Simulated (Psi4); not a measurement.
**UMP2/aug-cc-pVQZ (density fitting, density fitting for correlation, sweep point 3) run of AlHF (SMILES [F][AlH])**

Aim: the vertical ionisation energy of AlHF at UMP2/aug-cc-pVQZ (density fitting, density fitting for correlation, sweep point 3), from 2 runs. 

The results are computed with Psi4 1.11.

## Step 1: Starting point

AlHF has 3 atoms, charge 0, and is taken as a doublet. SMILES: `[F][AlH]`. The coordinates come from a PBE0-D4/def2-TZVP relaxation.

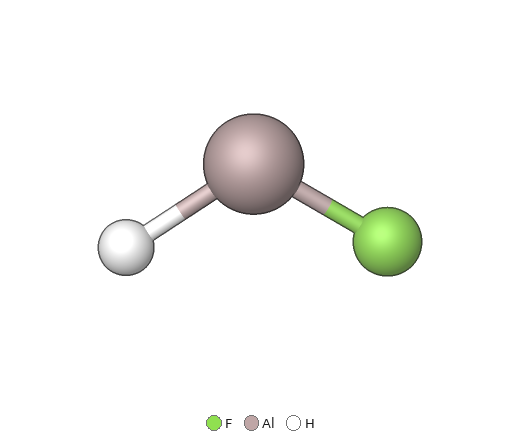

The structure, seen from a chosen angle (fluorine green, aluminium light grey, hydrogen white).

## Step 2: A single-point energy at UMP2/aug-cc-pVQZ (density fitting, density fitting for correlation, sweep point 3)

calc.in

```
memory 1.6 GB

molecule m {
  0 2
  F      0.907100     0.893200     0.585600
  Al    -0.432500     0.318000    -0.199500
  H     -0.485400    -1.276100    -0.399300
  symmetry c1
}

set basis aug-cc-pVQZ
set reference uhf
set puream true
set scf_type df
set num_frozen_docc 6
set maxiter 150

result, w = energy("mp2", return_wfn=True)
print_variables()
```

On the command line:

```sh
$ psi4 calc.in calc.out -n 1
```

calc.out:

```text
[...]
  Running in c1 symmetry.
[...]
  Nuclear repulsion =   43.396946493649182
[...]
  Multiplicity = 2
[...]
  Nalpha       = 12
  Nbeta        = 11
[...]
    Number of basis functions: 210
[...]
   @DF-UHF iter   1:  -341.97601792458443   -8.31485e-01   1.92061e-03 DIIS/ADIIS
[...]
   @DF-UHF iter  12:  -342.03743615672056   -4.45652e-11   4.57796e-09 DIIS
[...]
   @S^2 Observed:                7.575255649E-01
[...]
    Orbital Energies [Eh]
    ---------------------
    Alpha Occupied:
       1A    -58.508858     2A    -26.248858     3A     -4.922658
       4A     -3.237465     5A     -3.234786     6A     -3.232156
       7A     -1.537936     8A     -0.681523     9A     -0.626805
      10A     -0.618550    11A     -0.517311    12A     -0.326590
    Alpha Virtual:
      13A      0.010090    14A      0.023021    15A      0.027331
      16A      0.033851    17A      0.045869    18A      0.072823
      19A      0.075471    20A      0.080749    21A      0.080994
      22A      0.084132    23A      0.088438    24A      0.104840
      25A      0.169650    26A      0.187773    27A      0.191725
[...]
  @DF-UHF Final Energy:  -342.03743615672056
   => Energetics <=
    Nuclear Repulsion Energy =             43.3969464936491818
    One-Electron Energy =                -563.9186508136436942
    Two-Electron Energy =                 178.4842681632740096
    Total Energy =                       -342.0374361567205597
  UHF NO Occupations:
  HONO-2 :   10  A 1.9998951
  HONO-1 :   11  A 1.9964016
[...]
 Multipole Moments:
 ------------------------------------------------------------------------------------
     Multipole            Electronic (a.u.)      Nuclear  (a.u.)        Total (a.u.)
 ------------------------------------------------------------------------------------
 L = 1.  Multiply by 2.5417464519 to convert [e a0] to [Debye]
 Dipole X            :          0.3317826           -1.0137479           -0.6819652
 Dipole Y            :          1.7993589           -1.8601452           -0.0607864
 Dipole Z            :         -0.0000000            0.0000000           -0.0000000
 Magnitude           :                                                    0.6846689
[...]
```

Wall time 4.5 s (1 thread of Intel Xeon 6975P-C (Granite Rapids), shared host); peak memory 0.45 GiB.

## Step 3: The singlet cation at the same level

job.inp

```
memory 1.6 GB

molecule {
  1 1
  F      0.907100     0.893200     0.585600
  Al    -0.432500     0.318000    -0.199500
  H     -0.485400    -1.276100    -0.399300
  symmetry c1
}

set basis aug-cc-pVQZ
set puream true
set scf_type df
set num_frozen_docc 6

E = energy("mp2")
```

On the command line:

```sh
$ psi4 job.inp job.out -n 1
```

job.out:

```text
[...]
  Running in c1 symmetry.
[...]
  Nuclear repulsion =   43.396946493649182
[...]
  Multiplicity = 1
[...]
  Nalpha       = 11
  Nbeta        = 11
[...]
    Number of basis functions: 210
[...]
   @DF-RHF iter   1:  -341.65321626474571   -5.08683e-01   1.97262e-03 DIIS/ADIIS
[...]
   @DF-RHF iter  10:  -341.72754181054347   -1.10276e-11   3.30616e-09 DIIS
[...]
    Orbital Energies [Eh]
    ---------------------
    Doubly Occupied:
       1A    -58.847430     2A    -26.491751     3A     -5.253084
       4A     -3.567882     5A     -3.566275     6A     -3.564139
       7A     -1.769689     8A     -0.908683     9A     -0.851427
      10A     -0.851197    11A     -0.750308
[...]
  @DF-RHF Final Energy:  -341.72754181054347
   => Energetics <=
    Nuclear Repulsion Energy =             43.3969464936491818
    One-Electron Energy =                -557.4052466401469701
    Two-Electron Energy =                 172.2807583359542605
    Total Energy =                       -341.7275418105434710
[...]
 Multipole Moments:
 ------------------------------------------------------------------------------------
     Multipole            Electronic (a.u.)      Nuclear  (a.u.)        Total (a.u.)
 ------------------------------------------------------------------------------------
 L = 1.  Multiply by 2.5417464519 to convert [e a0] to [Debye]
 Dipole X            :         -1.5623766           -1.0137479           -2.5761244
 Dipole Y            :          1.7136811           -1.8601452           -0.1464641
 Dipole Z            :         -0.0000000            0.0000000           -0.0000000
 Magnitude           :                                                    2.5802846
[...]
```

Wall time 3.6 s (1 thread of Intel Xeon 6975P-C (Granite Rapids), shared host); peak memory 0.44 GiB.

## Step 4: Outcome

At UMP2/aug-cc-pVQZ (density fitting, density fitting for correlation, sweep point 3), 6 core orbitals frozen:

| quantity | value |
| --- | --- |
| doublet AlHF: total energy | -342.38405 Eh |
| doublet AlHF: HOMO energy (Hartree–Fock orbitals) (highest over α and β) | -8.89 eV |
| doublet AlHF: LUMO energy (Hartree–Fock orbitals) (lowest over α and β) | 0.25 eV |
| doublet AlHF: correlation energy (6 core orbitals frozen) | -346.6 mEh |
| doublet AlHF: ⟨S²⟩ of the reference determinant | 0.758 |
| singlet cation: total energy | -342.07356 Eh |
| singlet cation: HOMO energy (Hartree–Fock orbitals) | -20.42 eV |
| singlet cation: LUMO energy (Hartree–Fock orbitals) | -7.97 eV |
| singlet cation: HOMO–LUMO gap (Hartree–Fock orbitals) | 12.45 eV |
| singlet cation: correlation energy (6 core orbitals frozen) | -346.0 mEh |
| vertical ionisation energy (to the singlet cation) | 8.449 eV |

In words: Removing an electron at fixed nuclei costs 8.45 eV (195 kcal/mol). Only the singlet of the ionised species was computed; a triplet could lie lower.
